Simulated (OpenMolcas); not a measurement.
# Fe⁴⁺ among point charges: CASSCF and CASPT2 levels and susceptibility

How does a field of 6 point charges split the states of Fe⁴⁺, and what χT follows?

Program: OpenMolcas 26.06. Level of theory: state-averaged CASSCF and CASPT2, spin-orbit coupling by RASSI with atomic mean-field integrals. These are calculated values, not measurements, unless marked.

### Step 1. What is computed

| Item | Value |
| --- | --- |
| Species | Fe⁴⁺ (iron, Z = 26, 22 electrons) |
| Basis | ANO-RCC-VDZP [5s4p2d1f], 34 functions |
| Scalar Hamiltonian | DKH2, point nucleus |
| Inactive shells | 1s 2s 2p 3s 3p |
| Active space | 4 electrons in 5 orbitals (3d) |
| Some configurations of this space | 3d⁴ |
| Orbitals | optimised for each spin and parity, averaged over all roots |

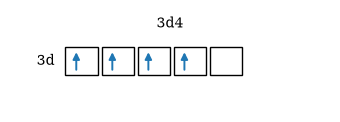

The shells outside the core, filled by Hund's rule for the drawing.

The ion sits among 6 point charges of -2.2 e arranged as an octahedron (Oh), 1.9 Å from the ion.

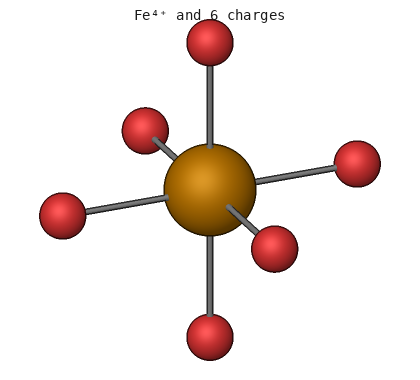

The ion and the point charges (red).

The work runs as a chain of OpenMolcas steps in one folder; each step below is one input file. Labels, J, g values, rates, χT and fits are worked out afterwards by a script from the matrices that RASSI stores. The input lists half of the charges; inversion (Group=XYZ) makes the rest.

### Step 2. Basis and integrals

Input file a.inp:

```
&GATEWAY
Coord
1

Fe 0.0 0.0 0.0
Basis=ANO-RCC-VDZP
Group=XYZ
NoMove
AngMom=0.0 0.0 0.0
AMFI
XField
3 Angstrom 0
1.900000 0.000000 0.000000 -2.200000
0.000000 1.900000 0.000000 -2.200000
0.000000 0.000000 1.900000 -2.200000
&SEWARD
```

Launch:

```console
$ OMP_NUM_THREADS=1 MOLCAS_MEM=1689 MOLCAS_PROJECT=a pymolcas a.inp > a.log
```

### Step 3. CASSCF: quintets of even parity, 5 roots

Input file a.inp:

```
&RASSCF
FileOrb=start.orb
Symmetry=1
Spin=5
nActEl=4 0 0
Inactive=3 6
Ras2=5 0
CIRoot=5 5 1
SDav=5
CIMx=300
Iter=120 100
PrWF=0.3
OrbListing=Nothing
MaxOrb=0
>>> COPY $Project.JobIph JOB001
```

start.orb holds the contracted functions of the basis, ordered by shell, or the orbitals of the step before.

### Step 4. CASSCF: triplets of even parity, 45 roots

Input file a.inp:

```
&RASSCF
FileOrb=start.orb
Symmetry=1
Spin=3
nActEl=4 0 0
Inactive=3 6
Ras2=5 0
CIRoot=45 45 1
SDav=45
CIMx=300
Iter=120 100
PrWF=0.3
OrbListing=Nothing
MaxOrb=0
>>> COPY $Project.JobIph JOB002
```

### Step 5. Reference wave functions, singlets of even parity, 50 roots

Input file a.inp:

```
&RASSCF
FileOrb=start.orb
Symmetry=1
Spin=1
nActEl=4 0 0
Inactive=3 6
Ras2=5 0
CIRoot=50 50 1
SDav=50
CIMx=300
Iter=120 100
PrWF=0.3
OrbListing=Nothing
MaxOrb=0
>>> COPY $Project.JobIph JOB003
```

### Step 6. RASSI: spin-orbit coupling between the states

Input file a.inp:

```
&RASSI
NrOfJobIphs=3 5 45 50
1 2 3 4 5
1 2 3 4 5 6 7 8 9 10 11 12 13 14 15 16 17 18 19 20 21 22 23 24 25 26 27
28 29 30 31 32 33 34 35 36 37 38 39 40 41 42 43 44 45
1 2 3 4 5 6 7 8 9 10 11 12 13 14 15 16 17 18 19 20 21 22 23 24 25 26 27
28 29 30 31 32 33 34 35 36 37 38 39 40 41 42 43 44 45 46 47 48 49 50
IphNames
JOB001
JOB002
JOB003
EJob
SpinOrbit
DIPRint=1.0
SOCoupling=1000.0
Subsets=2
Property=9
'ANGMOM' 1 'ANGMOM' 2 'ANGMOM' 3 'MLTPL  1' 1 'MLTPL  1' 2 'MLTPL  1' 3
'AMFI' 1 'AMFI' 2 'AMFI' 3
SOProperty=3
'ANGMOM' 1 'ANGMOM' 2 'ANGMOM' 3
```

### Step 7. CASPT2: IPEA 0.25, imaginary shift 0.1 (closed shells correlated: 3s 3p)

Input file a.inp:

```
>>> COPY JOB001 $Project.JobIph
&CASPT2
Multistate=5 1 2 3 4 5
NoMult
Frozen=2 3
IPEA=0.25
Imaginary=0.1
MaxIter=60
WThr=0.0 0.3 0.05
PrWF=0.5
NoMix
>>> COPY JOB002 $Project.JobIph
&CASPT2
Multistate=45 1 2 3 4 5 6 7 8 9 10 11 12 13 14 15 16 17 18 19 20 21 22
23 24 25 26 27 28 29 30 31 32 33 34 35 36 37 38 39 40 41 42 43 44 45
NoMult
Frozen=2 3
IPEA=0.25
Imaginary=0.1
MaxIter=60
WThr=0.0 0.3 0.05
PrWF=0.5
NoMix
>>> COPY JOB003 $Project.JobIph
&CASPT2
Multistate=50 1 2 3 4 5 6 7 8 9 10 11 12 13 14 15 16 17 18 19 20 21 22
23 24 25 26 27 28 29 30 31 32 33 34 35 36 37 38 39 40 41 42 43 44 45 46
47 48 49 50
NoMult
Frozen=2 3
IPEA=0.25
Imaginary=0.1
MaxIter=60
WThr=0.0 0.3 0.05
PrWF=0.5
NoMix
```

(Steps that only read results are left out.)

What does the calculation give? Wanted: spin-free ground state; first state of the same spin within the active space; lowest level; next level.

As calculated:

```
                                            quantity                                                                        value
                                              method  SS-CASPT2, IPEA 0.25, imaginary shift 0.1 (closed shells correlated: 3s 3p)
                              spin-free ground state                                               5E, 2-fold in its orbital part
first state of the same spin within the active space                                                             5T2 at 3150 cm⁻¹
                                        lowest level                                                                    1-fold A1
                                          next level                                                                    52.0 cm⁻¹
                                         χT at 300 K                                                               2.53 cm³ K/mol
                           effective moment at 300 K                                                                      4.49 μB
```

Cost by method:

| method | time of its own steps | time with the reference |
| --- | --- | --- |
| A. CASSCF | 16 s | 16 s |
| B. SS-CASPT2, IPEA 0.25, imaginary shift 0.1, +3s 3p | 3.3 s | 19 s |

Times are of one thread on a shared host.

**Reading.** The spin-free ground state (5E) comes to 100 % from free-ion D terms and keeps the highest spin of the shell. χT at 300 K is 2.53, against 3.01 cm³ K/mol for the spin alone, so spin-orbit coupling lowers it. An active space of the d shell alone favours high spin; real ions in strong fields can be low spin. CASPT2 does not keep the components of a term degenerate, and the means are used. An orbital doublet at a regular site is open to a Jahn-Teller distortion, which this geometry leaves out. The field of point charges can differ much from that of real complexes. With metal d orbitals alone active, the gaps between spin states are rough; where two lie within a few thousand cm-1, their order is open. Point charges carry no covalency, so the field is a model and not that of real ligands.
